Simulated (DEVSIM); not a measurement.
Structure: abrupt Ge n-p junction, at 350 K.

```tsv
layer (left to right)	material	thickness (μm)	Nd (cm⁻³)	Na (cm⁻³)	τn (s)	τp (s)
1	Ge	6.90	1.3e17	-	3.1e-6	3.1e-6
2	Ge	5.40	-	6.2e16	3.1e-6	3.1e-6
```

Left contact: ohmic. Right contact: ohmic. Voltage is applied to the left contact. Recombination: SRH at mid-gap, radiative. Mobility is constant in doping.

The device is made up for the run: typed textbook-type constants, with dimensions and the other settings drawn at random. Values at 300 K; Nc and Nv go as T^1.5, mobilities as T to minus their exponent, the gap by Varshni's rule with the affinity fixed.

| parameter | Ge |
|---|---|
| gap (eV) | 0.664 |
| affinity (eV) | 4 |
| permittivity | 16 |
| Nc (cm⁻³) | 1.04e19 |
| Nv (cm⁻³) | 6e18 |
| μn (cm²/Vs) | 3900 |
| μp (cm²/Vs) | 1900 |
| T exponent of μn | 1.66 |
| T exponent of μp | 2.33 |
| B (cm³/s) | 6.4e-14 |
| Varshni α (eV/K) | 0.000477 |
| Varshni β (K) | 235 |

Model (solved in DEVSIM): 1D drift-diffusion, Boltzmann statistics, complete ionisation; no tunnelling, impact ionisation, image-force lowering or self-heating.

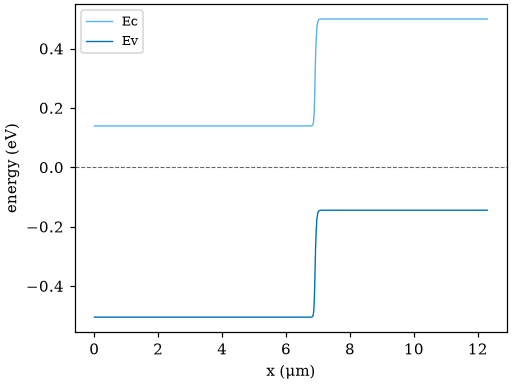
*Band edges at zero bias*

Energies count from the Fermi level of the right contact; mesh points crowd at the junctions.

```tsv
x (μm)	Ec (eV)	Ev (eV)	n (cm⁻³)	p (cm⁻³)	field (V/cm)
0.000	0.139	-0.505	1.3e17	4.0e11	≈ 0
0.03245	0.139	-0.505	1.3e17	4.0e11	≈ 0
0.1085	0.139	-0.505	1.3e17	4.0e11	≈ 0
0.2865	0.139	-0.505	1.3e17	4.0e11	≈ 0
0.9040	0.139	-0.505	1.3e17	4.0e11	≈ 0
2.150	0.139	-0.505	1.3e17	4.0e11	≈ 0
4.512	0.139	-0.505	1.3e17	4.0e11	≈ 0
6.149	0.139	-0.505	1.3e17	4.0e11	≈ 0
6.593	0.139	-0.505	1.3e17	4.0e11	≈ 0
6.783	0.139	-0.505	1.3e17	4.0e11	52
6.864	0.158	-0.487	7.0e16	7.4e11	12000
6.904	0.290	-0.355	8.8e14	5.9e13	50000
6.942	0.431	-0.214	8.2e12	6.3e15	24000
7.032	0.498	-0.146	8.8e11	5.9e16	660
7.359	0.499	-0.145	8.4e11	6.2e16	≈ 0
8.006	0.499	-0.145	8.4e11	6.2e16	≈ 0
9.519	0.499	-0.145	8.4e11	6.2e16	≈ 0
11.11	0.499	-0.145	8.4e11	6.2e16	≈ 0
11.92	0.499	-0.145	8.4e11	6.2e16	≈ 0
12.15	0.499	-0.145	8.4e11	6.2e16	≈ 0
12.25	0.499	-0.145	8.4e11	6.2e16	≈ 0
12.30	0.499	-0.145	8.4e11	6.2e16	≈ 0
```
